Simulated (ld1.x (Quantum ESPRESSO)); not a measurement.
Ld1.x (Quantum ESPRESSO) 7.5 input:

```
 &input
   title='Cu', zed=29., rel=0, dft='PBE', iswitch=3,
   config='[Ar] 3d10 4s0.75 4p0.25'
 /
 &inputp
   pseudotype=3, lpaw=.true., tm=.true., lloc=-1, rcloc=1.85,
   nlcc=.true., new_core_ps=.true., rcore=1.15,
   which_augfun='PSQ', rmatch_augfun_nc=.true.
 /
6
4S  1  0   0.75   0.00  2.05  2.35  0.0
4S  1  0   0.00   3.15  2.05  2.35  0.0
3P  2  1   6.00   0.00  1.05  1.40  0.0
4P  3  1   0.25   0.00  1.05  1.40  0.0
3D  3  2  10.00   0.00  1.30  1.75  0.0
3D  3  2   0.00   1.05  1.30  1.75  0.0
 &test
   configts(1)='3p6 3d10 4s0.75 4p0.25'
 /
```

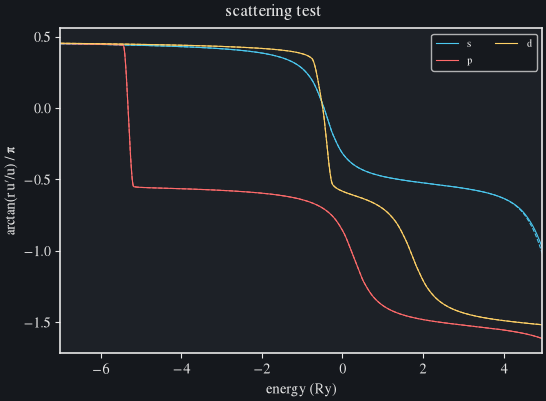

Unwrapped phase arctan(r u′/u) in units of π against energy, all-electron (solid) and pseudo (dashed); the pseudo phase is matched to the all-electron one at the reference energy. Here u = r R(r). A near-vertical step is a level narrower than the spacing of the points behind the curves.

Question: Counted from its reference energy, which channel leaves the all-electron phase first?

Answer: The s channel: its phase error passes 0.05 rad 5.0 Ry above its reference energy, while p stays within 0.05 rad to the top of the range.

Question: Does the potential have spurious states?

Answer: The plot shows none: the two phases stay within 0.13 rad of each other in all channels drawn. The separate test gives: no ghost state below the valence levels in the s, p, d, f channels.

Question: Give the range of good agreement (0.05 rad in phase) for each channel.

Answer: s: up to about 4.7 Ry; p: over the whole range drawn; d: over the whole range drawn.
